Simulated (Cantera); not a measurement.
Feed: 1 mol SiH4, 3.1 mol N2, a varied amount of H2, held at 1600 K and 133 Pa.

Cantera equilibrium calculation (NASA polynomials, part measured and part estimated; ideal gas, pure solids and liquids). Candidate condensed phases: Si, Si3N4; 18 gas species. Mutual solubility and eutectic melting of coexisting phases are not modelled. Equilibrium is a limit: real reactors are often held back by kinetics, nucleation or transport.

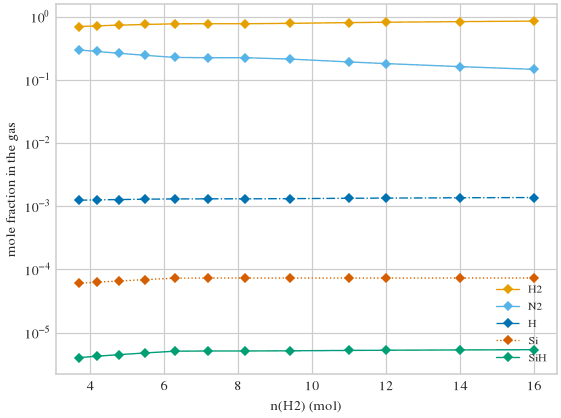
Figure: Equilibrium gas composition (values under 1e-9 drawn at 1e-9)

Task: Read off the mole fractions at 16 mol H2.

Result: H2 about 0.85, N2 about 0.15, H about 0.0014, Si about 7.3e-5, SiH about 5.4e-6.
